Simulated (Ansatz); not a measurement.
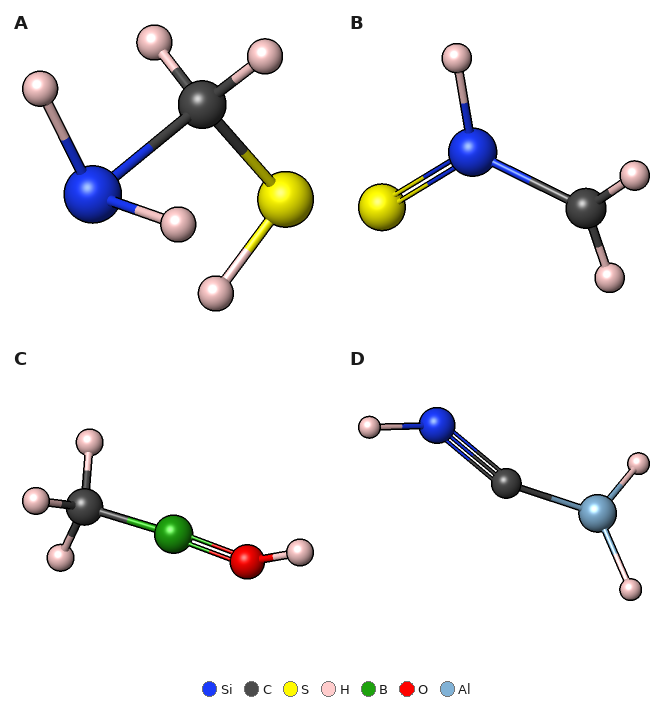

The picture comes from a calculation with Ansatz.

Match each picture to its SMILES.
(1) [CH2][SiH]=S
(2) [SiH2-]CS
(3) [AlH2][C]#[SiH]
(4) [H]/[O+]=B/C

A is (2), B is (1), C is (4), D is (3).
